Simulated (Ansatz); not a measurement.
**SiH4 (singlet): correlated methods under varied settings at distance H1–H2 along a hydrogen transfer = 0.838 Å**

What do other methods and options give for SiH4 (singlet) at this geometry, and how long do they take?

The runs use Ansatz 0.2.0, Gaussian basis; the settings change from run to run.

8 further runs of the same task are left out: 6 that didn't finish, 2 set aside as unsound or not needed.

## Step 1: The system

The geometry derives from fragments relaxed apart (PBE0/def2-TZVP) and kept rigid, so it is no stationary point. A hydrogen atom is moved between rigid fragments.

5 atoms, charge 0, spin multiplicity 1.

Atoms are counted from 1 here; the program's logs count them from 0.

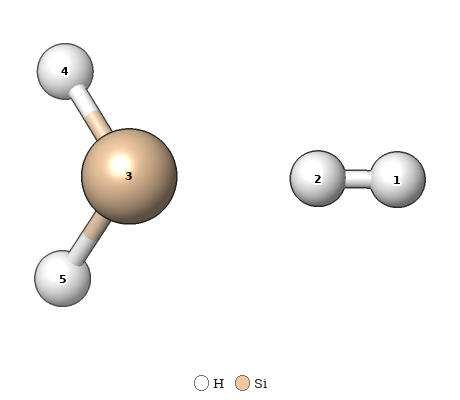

The geometry (hydrogen white, silicon light orange); atoms are numbered from 1 in the order of the file.

## Step 2: HF/def2-SVP

Input file in.yaml:

```yaml
crystal:
  periodic: [false, false, false]
  atoms:
    - {symbol: H, position_ang: [-2.720844, 0.054876, 0.000000]}
    - {symbol: H, position_ang: [-1.882844, 0.054876, 0.000000]}
    - {symbol: Si, position_ang: [0.113156, 0.054876, 0.000000]}
    - {symbol: H, position_ang: [0.725337, -0.819409, 1.090012]}
    - {symbol: H, position_ang: [0.725337, -0.819409, -1.090012]}
basis:
  gaussian: {orbitals: def2-SVP}
magnetization: {spin_polarized: true, initial_magnetization: 0}
hamiltonian: {xc: hf}
output: {orbitals: {seedname: orbitals}}
```

Started as:

```console
$ ansatz run in.yaml --threads 1 --pin off --events-out ev --progress --plain --max-ram 2393MiB
```

Output:

```text
Functional definition: HF
  name "HF"
  cite "Fock, Z. Phys. 61, 126 (1930) doi:10.1007/BF01340294"
  parent pbe
  exchange = exact_x
  correlation = 0
376 factors; integrals over basis functions are off by at most 1.4e-3 eV
mean field evaluation 1: about -7918.8475 eV, gradient 6.2e0 eV
mean field evaluation 2: about -7918.8474 eV, gradient 6.2e0 eV
mean field evaluation 4: about -7919.3068 eV, gradient 3.2e-1 eV
mean field evaluation 8: about -7919.3091 eV, gradient 1.1e-5 eV
mean field evaluation 16: about -7919.4038 eV, gradient 1.3e-5 eV
mean field evaluation 32: about -7919.1940 eV, gradient 1.7e0 eV
mean field -7919.40383001 eV, -291.0327227882 hartree, gradient 1.3e-5 eV, S^2 0.401919; 2 other end points of the search recorded, 0 dependent functions left out
reference -7919.40383001 eV, -291.0327227882 hartree; 9, 9 occupied and 29, 29 virtual orbitals, 376 factors
Total energy: -7919.40383001 eV, -291.0327227882 hartree
```

Run time: 0.27 s. Hardware: 1 thread of Arm Neoverse V1, shared host.

From the report: ⟨S²⟩ of the determinant 0.402 (pure singlet: 0.00).

## Step 3: CASCI(6,3)/6-31G*

Edit in.yaml of step 2 so:

```diff
@@ -9,5 +9,5 @@
 basis:
-  gaussian: {orbitals: def2-SVP}
-magnetization: {spin_polarized: true, initial_magnetization: 0}
-hamiltonian: {xc: hf}
-output: {orbitals: {seedname: orbitals}}
+  gaussian: {orbitals: "6-31G*"}
+hamiltonian: {pseudopotentials: {relativity: scalar}}
+correlation: {active_space: {window: {electrons: 6, orbitals: 3}, fixed_orbitals: true}}
+output: {forces: true}
```

Launched as before.

Output, shortened:

```text
Functional definition: HF
  name "HF"
  cite "Fock, Z. Phys. 61, 126 (1930) doi:10.1007/BF01340294"
  parent pbe
[...]
293 factors; integrals over basis functions are off by at most 8.4e-4 eV
[...]
mean field -7936.06607043 eV, -291.6450488295 hartree, gradient 1.7e-6 eV, S^2 0.000000; 0 other end points of the search recorded, 0 dependent functions left out
reference -7936.06607043 eV, -291.6450488295 hartree; 9, 9 occupied and 18, 18 virtual orbitals, 293 factors
state -7936.06607043 eV, -291.6450488295 hartree
[...]
Total energy: -7936.06607043 eV, -291.6450488295 hartree
Relativity: scalar
Atom 0 at    -2.720844     0.054876     0.000000 Å, force     2.345261    -0.293825     0.000000 eV/Å
Atom 1 at    -1.882844     0.054876     0.000000 Å, force    -3.512204     0.084465     0.000000 eV/Å
Atom 2 at     0.113156     0.054876     0.000000 Å, force     1.995150     0.111382    -0.000000 eV/Å
Atom 3 at     0.725337    -0.819409     1.090012 Å, force    -0.414103     0.048989    -0.078427 eV/Å
Atom 4 at     0.725337    -0.819409    -1.090012 Å, force    -0.414103     0.048989     0.078427 eV/Å
Dipole moment:    -0.080583    -0.078785     0.000000 e Å
```

Run time: 0.18 s. Hardware: 1 thread of Arm Neoverse V1, shared host.

From the report: 1 determinant; active occupations 2.00, 2.00, 2.00. With so small a space the active step adds no correlation: the energy is the mean field's.

## Step 4: BCCD/6-31G

Edit in.yaml of step 3 so:

```diff
@@ -9,5 +9,6 @@
 basis:
-  gaussian: {orbitals: "6-31G*"}
-hamiltonian: {pseudopotentials: {relativity: scalar}}
-correlation: {active_space: {window: {electrons: 6, orbitals: 3}, fixed_orbitals: true}}
-output: {forces: true}
+  gaussian: {orbitals: 6-31G}
+magnetization: {spin_polarized: true, initial_magnetization: 0}
+hamiltonian: {xc: {name: r2SCAN}}
+correlation: {method: bccd, electrons: valence}
+scf: {omitted_lower_state_checks: [cluster_reference]}
```

Same command.

Output, shortened:

```text
Functional definition: r2SCAN
  name "r2SCAN"
  cite "Furness, Kaplan, Ning, Perdew & Sun, J. Phys. Chem. Lett. 11, 8208 (2020) doi:10.1021/acs.jpclett.0c02405"
  cite "Furness, Kaplan, Ning, Perdew & Sun, J. Phys. Chem. Lett. 11, 9248 (2020) doi:10.1021/acs.jpclett.0c03077"
  parent r2scan
[...]
268 factors; integrals over basis functions are off by at most 7.9e-4 eV
[...]
mean field -7937.23563161 eV, -291.6880294102 hartree, gradient 2.6e-6 eV, S^2 0.146791; 3 other end points of the search recorded, 0 dependent functions left out
5 core orbitals not correlated: weight in the atoms' cores, before any rotation towards them, 1.000 or more for the frozen orbitals, at most 0.000 for the correlated occupied ones
reference -7920.25080281 eV, -291.0638484645 hartree; 4, 4 occupied and 12, 12 virtual orbitals, 268 factors
second order -1.81838780 eV of doubles, -0.14570965 eV of singles
cycle   1  -2.40882557 eV  change   -4.5e-1 eV  update   6.1e-2
[...]
cycle  15  -2.70721259 eV  change   -7.5e-7 eV  update   7.3e-6
Total energy: -7922.95801540 eV, -291.1633366922 hartree
Checks for a lower state left out: cluster_reference
```

Run time: 3.2 s. Hardware: 1 thread of Arm Neoverse V1, shared host.

From the report: ⟨S²⟩ of the determinant 0.147 (pure singlet: 0.00); correlation -2.7072 eV; largest double amplitude 0.12.

## Step 5: CCSD/6-31++G**

Edit in.yaml of step 4 so:

```diff
@@ -9,6 +9,5 @@
 basis:
-  gaussian: {orbitals: 6-31G}
+  gaussian: {orbitals: "6-31++G**"}
 magnetization: {spin_polarized: true, initial_magnetization: 0}
-hamiltonian: {xc: {name: r2SCAN}}
-correlation: {method: bccd, electrons: valence}
-scf: {omitted_lower_state_checks: [cluster_reference]}
+hamiltonian: {xc: {name: PBE0}}
+correlation: {method: ccsd, electrons: valence, diis_vectors: 2}
```

The command is unchanged.

Output, shortened:

```text
Functional definition: PBE0
  name "PBE0"
  cite "Adamo & Barone, J. Chem. Phys. 110, 6158 (1999) doi:10.1063/1.478522"
  cite "Perdew, Burke & Ernzerhof, Phys. Rev. Lett. 77, 3865 (1996) doi:10.1103/PhysRevLett.77.3865"
  parent pbe
[...]
420 factors; integrals over basis functions are off by at most 1.1e-3 eV
[...]
mean field -7935.39568098 eV, -291.6204124717 hartree, gradient 5.0e-6 eV, S^2 0.000000; 2 other end points of the search recorded, 0 dependent functions left out
5 core orbitals not correlated: weight in the atoms' cores, before any rotation towards them, 1.000 or more for the frozen orbitals, at most 0.000 for the correlated occupied ones
reference -7921.27466956 eV, -291.1014748736 hartree; 4, 4 occupied and 38, 38 virtual orbitals, 420 factors
second order -3.23233828 eV of doubles, -0.12453018 eV of singles
cycle   1  -3.89303064 eV  change   -5.4e-1 eV  update   6.3e-2
[...]
cycle  14  -4.15351032 eV  change   -2.6e-6 eV  update   5.7e-6
Total energy: -7925.42817988 eV, -291.2541135625 hartree
```

It took 3.6 s on 1 thread of Arm Neoverse V1, shared host.

From the report: ⟨S²⟩ of the determinant 0.000 (pure singlet: 0.00); correlation -4.1535 eV; T1 0.015; largest double amplitude 0.09. The orbitals are Kohn-Sham ones, so correlation energy and T1 don't compare with those on Hartree-Fock orbitals.

## Step 6: The runs in one table

Where basis and cores are those of an earlier FCI/6-31G run (-7923.0250 eV), and the state is the same kind, the miss against it is given.

```tsv
level	correlated	functions	energy (eV)	from FCI (meV)	time
HF/def2-SVP		38	-7919.4038		0.27 s
CASCI(6,3)/6-31G* (relativity set)		27	-7936.0661		0.18 s
BCCD/6-31G (on r2SCAN orbitals)	valence	21	-7922.9580	67.0	3.2 s
CCSD/6-31++G** (on PBE0 orbitals)	valence	47	-7925.4282		3.6 s
```

## Step 7: What came out

| quantity | value |
| --- | --- |
| runs | 4 |
| quickest | CASCI(6,3)/6-31G* (relativity set), 0.18 s |
| slowest | CCSD/6-31++G** (on PBE0 orbitals), 3.6 s |

In words: Total energies in different bases, with other cores or another treatment of relativity can't be set against each other. CCSD/6-31++G** (on PBE0 orbitals) took 20 times as long as CASCI(6,3)/6-31G* (relativity set); the jobs differ in more than the method. Cores frozen from Kohn-Sham orbitals shift the total energy.
